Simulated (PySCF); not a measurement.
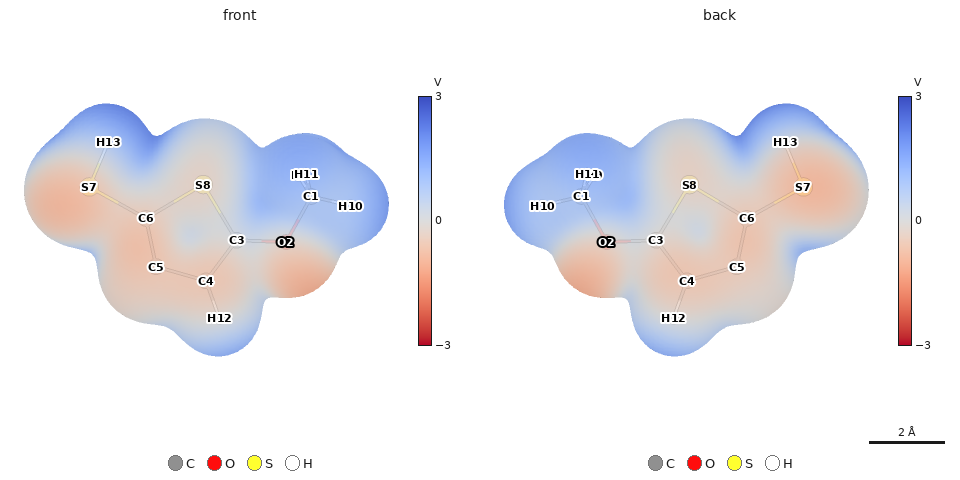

The picture shows: C5H5OS2 (doublet). The electrostatic potential painted on the density surface at 0.004 e/bohr³, seen from the front and from behind; the colour scale runs from red (negative) to blue (positive).

Geometry: GFN2-xTB.

The calculation used UKS B3LYP, pcH-1 on C H O S, non-relativistic, mean-field spin-orbit, GIAO (PySCF 2.14.0, density-fitted response routines).

```yaml
atoms:
  - { symbol: C, position_ang: [-2.2879, 0.3760, 0.6830] }
  - { symbol: O, position_ang: [-1.7009, 0.0237, -0.5479] }
  - { symbol: C, position_ang: [-0.3715, -0.1456, -0.5644] }
  - { symbol: C, position_ang: [0.3689, -0.4429, -1.6780] }
  - { symbol: C, position_ang: [1.7339, -0.4546, -1.3850] }
  - { symbol: C, position_ang: [2.0989, -0.2461, -0.1253] }
  - { symbol: S, position_ang: [3.6739, -0.2877, 0.6323] }
  - { symbol: S, position_ang: [0.6330, 0.1606, 0.8378] }
  - { symbol: H, position_ang: [-1.8674, 1.3129, 1.0643] }
  - { symbol: H, position_ang: [-3.3508, 0.5008, 0.4867] }
  - { symbol: H, position_ang: [-2.1391, -0.4096, 1.4306] }
  - { symbol: H, position_ang: [-0.0627, -0.6123, -2.6449] }
  - { symbol: H, position_ang: [3.2671, 0.2252, 1.7930] }
```

Question: Describe the electrostatic potential map.

Answer: The most negative region (about −1.1 V) lies over O2, the most positive (about +2.0 V) over S8 and H13. O2 is the likeliest acceptor of a hydrogen bond.
